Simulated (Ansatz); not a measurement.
# CH8N2OSi: the cost of one run

Program: Ansatz 0.2.0, Gaussian basis. Level of theory: functionals in def2-TZVPP, the program's frozen cores in correlated methods. These are calculated values, not measurements.

The runs, in order: PBE-D4, r2SCAN-D4, PBE0-D4, B3LYP-D4, ωB97X-V, ωB97M-V, B2PLYP; CCSD(T)/def2-TZVPP; MP2/def2-QZVPP; extrapolation to the limit.

## Step 1: The relaxed structure

All runs share one geometry, relaxed beforehand with PBE0-D4 in a triple-zeta def2 set.

SMILES `NC(O)N[SiH3]`, 13 atoms, charge 0, spin multiplicity 1.

Atoms are counted from 1 here; the program's logs count them from 0.

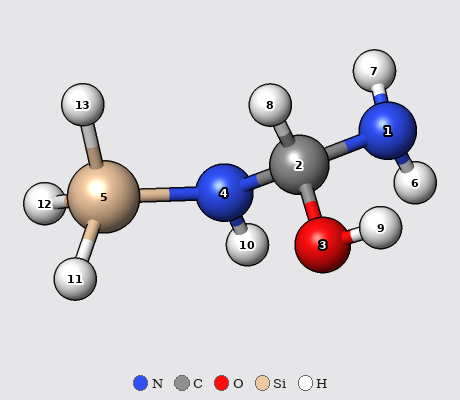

The structure; nitrogen blue, carbon grey, oxygen red, silicon light orange, hydrogen white; atoms are numbered from 1 in the order of the file.

## Step 2: PBE-D4 (GGA)

The input, in.yaml:

```yaml
crystal:
  periodic: [false, false, false]
  atoms:
    - {symbol: N, position_ang: [-1.019650, -0.864088, 1.570383]}
    - {symbol: C, position_ang: [-0.423442, -0.622732, 0.281132]}
    - {symbol: O, position_ang: [0.400349, -1.725284, -0.027343]}
    - {symbol: N, position_ang: [0.348689, 0.578604, 0.178425]}
    - {symbol: Si, position_ang: [0.676185, 1.331208, -1.344616]}
    - {symbol: H, position_ang: [-0.296550, -0.899071, 2.281617]}
    - {symbol: H, position_ang: [-1.655737, -0.112936, 1.808199]}
    - {symbol: H, position_ang: [-1.243027, -0.539842, -0.447493]}
    - {symbol: H, position_ang: [-0.098126, -2.515771, 0.205531]}
    - {symbol: H, position_ang: [1.090646, 0.602428, 0.866476]}
    - {symbol: H, position_ang: [1.669429, 0.640800, -2.214883]}
    - {symbol: H, position_ang: [1.187244, 2.698203, -1.065535]}
    - {symbol: H, position_ang: [-0.615511, 1.393581, -2.077095]}
basis:
  gaussian: {orbitals: def2-TZVPP}
hamiltonian: {xc: pbe, dispersion: d4}
output: {forces: true, orbitals: {seedname: orbitals}}
```

On the command line:

```
ansatz run in.yaml --threads 4 --pin off --events-out ev --progress --plain --max-ram 10444MiB
```

What time and memory should one allow on 4 threads of Arm Neoverse V1, shared host?

About 3 s, with a peak of 0.37 GiB.
